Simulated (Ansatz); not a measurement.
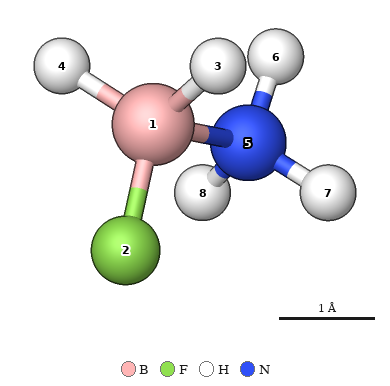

The input geometry (ball-and-stick view, seen at a tilt; atoms are numbered from 1 in the order of the input).

# BNH₅F: nudged elastic band

- system: BNH₅F
- method: RKS PBE/def2-TZVP (Ansatz 0.2.0)

One setting was made poor on purpose. It belongs to a series of runs on one base structure; here: band between the two ends. Figures and captions count atoms from 1; the log counts them from 0 in places.

The input:
```yaml
crystal:
  periodic: [false, false, false]
  atoms:
    - { symbol: B, position_ang: [0.023529, -0.137471, 0.161287] }
    - { symbol: F, position_ang: [0.244276, 0.678698, 1.289721] }
    - { symbol: H, position_ang: [0.940568, -0.131559, -0.647138] }
    - { symbol: H, position_ang: [-1.094004, -0.029568, -0.322909] }
    - { symbol: "N", position_ang: [0.047813, -1.681718, 0.796738] }
    - { symbol: H, position_ang: [-0.104487, -2.384536, 0.067378] }
    - { symbol: H, position_ang: [0.950448, -1.868212, 1.245941] }
    - { symbol: H, position_ang: [-0.684542, -1.785132, 1.506983] }
basis:
  gaussian: { orbitals: def2-TZVP }
hamiltonian:
  xc: pbe
neb:
  order_check: false
  images: 3
  f_tol: 0.05
  max_iterations: 60
  climbing: false
  final_atoms:
    - { symbol: B, position_ang: [0.08439027, -0.57339458, -0.53463733] }
    - { symbol: F, position_ang: [-0.34009106, -0.11797461, 2.76400744] }
    - { symbol: H, position_ang: [1.0735011, 0.05211076, -0.79813044] }
    - { symbol: H, position_ang: [-0.98955677, -0.33185815, -1.01144711] }
    - { symbol: "N", position_ang: [0.18159925, -1.61732632, 0.40364264] }
    - { symbol: H, position_ang: [-0.58431559, -2.26055683, 0.58804121] }
    - { symbol: H, position_ang: [1.07361344, -1.95250211, 0.75903366] }
    - { symbol: H, position_ang: [-0.17553965, -0.53799615, 1.92749094] }
  initial_path:
    images:
      - { positions_ang: [[0.023529, -0.137471, 0.161287], [0.244276, 0.678698, 1.289721], [0.940568, -0.131559, -0.647138], [-1.094004, -0.029568, -0.322909], [0.047813, -1.681718, 0.796738], [-0.104487, -2.384536, 0.067378], [0.950448, -1.868212, 1.245941], [-0.684542, -1.785132, 1.506983]] }
      - { positions_ang: [[-0.01527087, -0.0770687, 0.06965178], [0.11729233, 0.35337019, 1.4682745], [0.94990799, -0.05969155, -0.64613276], [-1.09650854, -0.05346752, -0.45545071], [0.08194422, -1.71551235, 0.70018202], [-0.24330992, -2.46377311, 0.08786999], [0.83116881, -1.9083121, 1.35173586], [-0.30162302, -1.41504287, 1.52187033]] }
      - { positions_ang: [[-0.05407073, -0.01666639, -0.02198344], [-0.00969135, 0.02804238, 1.64682799], [0.95924799, 0.0121759, -0.64512752], [-1.09901308, -0.07736703, -0.58799242], [0.11607544, -1.74930671, 0.60362603], [-0.38213284, -2.54301022, 0.10836198], [0.71188962, -1.94841219, 1.45753071], [0.08129596, -1.04495373, 1.53675766]] }
      - { positions_ang: [[0.01515977, -0.29503049, -0.27831039], [-0.1748912, -0.04496612, 2.20541771], [1.01637455, 0.03214333, -0.72162898], [-1.04428493, -0.20461259, -0.79971976], [0.14883735, -1.68331651, 0.50363434], [-0.48322422, -2.40178353, 0.34820159], [0.89275153, -1.95045715, 1.10828219], [-0.04712185, -0.79147494, 1.7321243]] }
      - { positions_ang: [[0.08439027, -0.57339458, -0.53463733], [-0.34009106, -0.11797461, 2.76400744], [1.0735011, 0.05211076, -0.79813044], [-0.98955677, -0.33185815, -1.01144711], [0.18159925, -1.61732632, 0.40364264], [-0.58431559, -2.26055683, 0.58804121], [1.07361344, -1.95250211, 0.75903366], [-0.17553965, -0.53799615, 1.92749094]] }
```

Machine: 4 threads of Arm Neoverse V2, 24 GiB of memory available, shared host.

Launched with:
```bash
ansatz run input.yaml --threads 4 --pin off --max-ram 5120MiB --backend cpu --events-out ev --progress --plain --runs-dir out
```

What the program printed:
```
Engine: ansatz 0.2.0, aarch64-unknown-linux-gnu
Functional definition: PBE
  parameter kappa = 0.804
  parameter beta = 0.06672455060314922
  exchange = pbe_x(kappa = kappa, mu = beta*pi^2/3)
  correlation = pbe_c(beta = beta)
700 factors; their error is unknown
mean field evaluation 1: about -4954.7920 eV, gradient 6.5e1 eV
mean field evaluation 2: about -4940.1457 eV, gradient 1.1e2 eV
mean field evaluation 4: about -4962.6653 eV, gradient 8.5e0 eV
mean field evaluation 8: about -4962.7631 eV, gradient 3.2e-1 eV
mean field evaluation 16: about -4962.7633 eV, gradient 6.6e-6 eV
mean field -4962.76326061 eV, -182.3781859457 hartree, gradient 6.6e-6 eV, S^2 0.000000; 0 other end points of the search recorded, 0 dependent functions left out
the calculation of the forces begins
reference -4962.76329716 eV, -182.3781872889 hartree; 13, 13 occupied and 110, 110 virtual orbitals, 700 factors
700 factors; their error is unknown
mean field evaluation 32: about -4962.0057 eV, gradient 1.2e-5 eV
mean field -4962.00569733 eV, -182.3503460086 hartree, gradient 1.2e-5 eV, S^2 0.000000; 0 other end points of the search recorded, 0 dependent functions left out
[... from here on the field's lines of each further geometry are left out, up to the last ...]
NEB iter   1: max|band force component| = 5.239e0 eV/Å  barrier→ = 4.4874 eV  barrier← = 3.7298 eV  Δτ_max = 0.2000 Å  (132 SCF iters)
NEB iter   2: max|band force component| = 2.557e0 eV/Å  barrier→ = 2.2819 eV  barrier← = 1.5244 eV  Δτ_max = 0.2000 Å  (109 SCF iters)
NEB iter   3: max|band force component| = 1.549e0 eV/Å  barrier→ = 1.5836 eV  barrier← = 0.8261 eV  Δτ_max = 0.1986 Å  (86 SCF iters)
NEB iter   4: max|band force component| = 8.396e-1 eV/Å  barrier→ = 1.3343 eV  barrier← = 0.5768 eV  Δτ_max = 0.1455 Å  (86 SCF iters)
NEB iter   5: max|band force component| = 3.641e-1 eV/Å  barrier→ = 1.1750 eV  barrier← = 0.4174 eV  Δτ_max = 0.1298 Å  (86 SCF iters)
NEB iter   6: max|band force component| = 4.055e-1 eV/Å  barrier→ = 1.0951 eV  barrier← = 0.3376 eV  Δτ_max = 0.0642 Å  (87 SCF iters)
NEB iter   7: max|band force component| = 6.554e-1 eV/Å  barrier→ = 0.9813 eV  barrier← = 0.2237 eV  Δτ_max = 0.0326 Å  (89 SCF iters)
NEB iter   8: max|band force component| = 3.448e-1 eV/Å  barrier→ = 0.9542 eV  barrier← = 0.1966 eV  Δτ_max = 0.0278 Å  (93 SCF iters)
NEB iter   9: max|band force component| = 9.488e-2 eV/Å  barrier→ = 0.9790 eV  barrier← = 0.2214 eV  Δτ_max = 0.0036 Å  (92 SCF iters)
the calculation of the forces begins
reference -4961.91108676 eV, -182.3468691345 hartree; 13, 13 occupied and 110, 110 virtual orbitals, 700 factors
700 factors; their error is unknown
mean field -4961.78464850 eV, -182.3422226138 hartree, gradient 1.2e-5 eV, S^2 0.000000; 1 other end points of the search recorded, 0 dependent functions left out
the calculation of the forces begins
reference -4961.78468467 eV, -182.3422239430 hartree; 13, 13 occupied and 110, 110 virtual orbitals, 700 factors
NEB iter  10: max|band force component| = 4.425e-2 eV/Å  barrier→ = 0.9786 eV  barrier← = 0.2210 eV  Δτ_max = 0.0000 Å  (238 SCF iters)
```

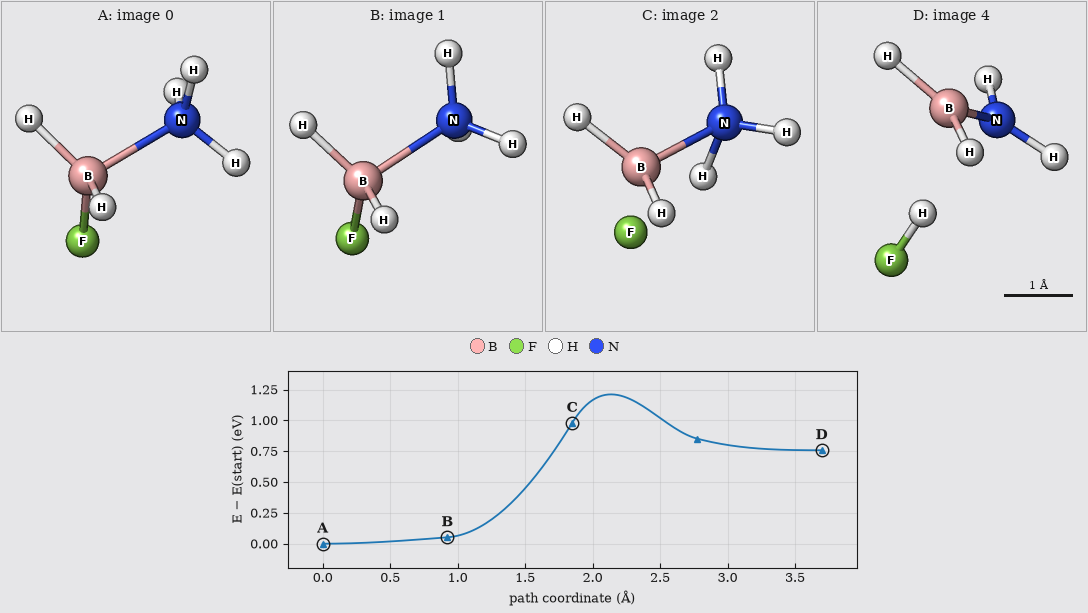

Images of the last band (counted from 0; ball-and-stick, seen at a tilt) above the energy along the path; the line is a cubic interpolation that uses the forces. The highest image is number 2, 0.979 eV above the start and 0.221 eV above the end; the end lies 0.758 eV above the start. The path is 3.70 Å long. The band converged in 10 iterations.

```
Total energy: -4961.78468467 eV, -182.3422239430 hartree
Atom 0 at     0.015152    -0.300173     0.025247 Å, force    -0.192023     0.614872     0.691082 eV/Å
Atom 1 at    -0.318689     0.314847     1.578415 Å, force     0.182766     0.212475    -1.343000 eV/Å
Atom 2 at     1.076326     0.127276    -0.361477 Å, force    -0.091811     0.046772     0.159644 eV/Å
Atom 3 at    -0.955331    -0.183868    -0.681946 Å, force    -0.002465     0.067840     0.181600 eV/Å
Atom 4 at     0.136919    -1.713384     0.697829 Å, force    -0.101476     0.072246     0.609045 eV/Å
Atom 5 at    -0.609905    -2.389132     0.529290 Å, force     0.049953     0.055917     0.001968 eV/Å
Atom 6 at     1.047723    -2.173070     0.707088 Å, force    -0.030687     0.052858     0.009564 eV/Å
Atom 7 at    -0.068593    -1.021994     1.603556 Å, force     0.185743    -1.122980    -0.309903 eV/Å
Dipole moment:     0.141288    -0.908766     0.003723 e Å
this run last wrote the band of iteration 10 to [file]
```

The last band as extended XYZ (Å, eV, eV/Å):
```
8
Properties=species:S:1:pos:R:3:forces:R:3 image=0 energy=-4962.76326
B     0.0235   -0.1375    0.1613    0.0029   0.0129   0.0085
F     0.2443    0.6787    1.2897   -0.0021  -0.0066  -0.0097
H     0.9406   -0.1316   -0.6471    0.0038  -0.0012  -0.0021
H    -1.0940   -0.0296   -0.3229   -0.0015  -0.0032   0.0015
N     0.0478   -1.6817    0.7967   -0.0062  -0.0100   0.0096
H    -0.1045   -2.3845    0.0674    0.0018   0.0078   0.0046
H     0.9504   -1.8682    1.2459   -0.0071   0.0014  -0.0047
H    -0.6845   -1.7851    1.5070    0.0084  -0.0013  -0.0076
8
Properties=species:S:1:pos:R:3:forces:R:3 image=1 energy=-4962.71160
B     0.0148   -0.1390    0.1427   -0.0054   0.0193   0.0132
F    -0.1194    0.6486    1.3097    0.0261   0.0377  -0.0305
H     1.0742    0.0203   -0.4409   -0.0037  -0.0126  -0.0149
H    -0.9802   -0.1439   -0.5655   -0.0091   0.0015   0.0153
N     0.0833   -1.6955    0.7875   -0.0021   0.0022   0.0071
H    -0.4686   -2.3742    0.2574    0.0192   0.0021  -0.0258
H     1.0389   -2.0491    0.8805    0.0023   0.0146   0.0180
H    -0.3192   -1.6066    1.7267   -0.0272  -0.0649   0.0177
8
Properties=species:S:1:pos:R:3:forces:R:3 image=2 energy=-4961.78465
B     0.0152   -0.3002    0.0252   -0.1920   0.6149   0.6911
F    -0.3187    0.3148    1.5784    0.1828   0.2125  -1.3430
H     1.0763    0.1273   -0.3615   -0.0918   0.0468   0.1596
H    -0.9553   -0.1839   -0.6819   -0.0025   0.0678   0.1816
N     0.1369   -1.7134    0.6978   -0.1015   0.0722   0.6090
H    -0.6099   -2.3891    0.5293    0.0500   0.0559   0.0020
H     1.0477   -2.1731    0.7071   -0.0307   0.0529   0.0096
H    -0.0686   -1.0220    1.6036    0.1857  -1.1230  -0.3099
8
Properties=species:S:1:pos:R:3:forces:R:3 image=3 energy=-4961.91105
B     0.0674   -0.5380   -0.2976    0.0307  -0.0943  -0.1293
F    -0.3352    0.2314    2.2014   -0.0142  -0.0211   0.2275
H     1.0536    0.1203   -0.4674    0.0116  -0.0145  -0.0335
H    -1.0160   -0.2121   -0.6910   -0.0014  -0.0110  -0.0230
N     0.1871   -1.7567    0.4134    0.0075  -0.0166  -0.1027
H    -0.5801   -2.4189    0.4945    0.0032  -0.0070  -0.0113
H     1.0873   -2.1579    0.6625    0.0053   0.0007   0.0057
H    -0.1404   -0.6075    1.7821   -0.0427   0.1638   0.0665
8
Properties=species:S:1:pos:R:3:forces:R:3 image=4 energy=-4962.00570
B     0.0844   -0.5734   -0.5346   -0.0002   0.0020  -0.0070
F    -0.3401   -0.1180    2.7640    0.0010  -0.0020  -0.0033
H     1.0735    0.0521   -0.7981   -0.0010   0.0005   0.0011
H    -0.9896   -0.3319   -1.0114    0.0006   0.0014   0.0017
N     0.1816   -1.6173    0.4036   -0.0017   0.0088  -0.0021
H    -0.5843   -2.2606    0.5880   -0.0105  -0.0087   0.0021
H     1.0736   -1.9525    0.7590    0.0130  -0.0044   0.0053
H    -0.1755   -0.5380    1.9275   -0.0012   0.0023   0.0022
```

Summary:

```tsv
quantity	value
outcome	converged
barrier, forward	0.979 eV
barrier, backward	0.221 eV
wall time	19 s (CPU time 70 s)
peak memory	0.17 GiB
```

Remarks:

A deliberately poor setting: few images. The order of the saddle point was not checked.
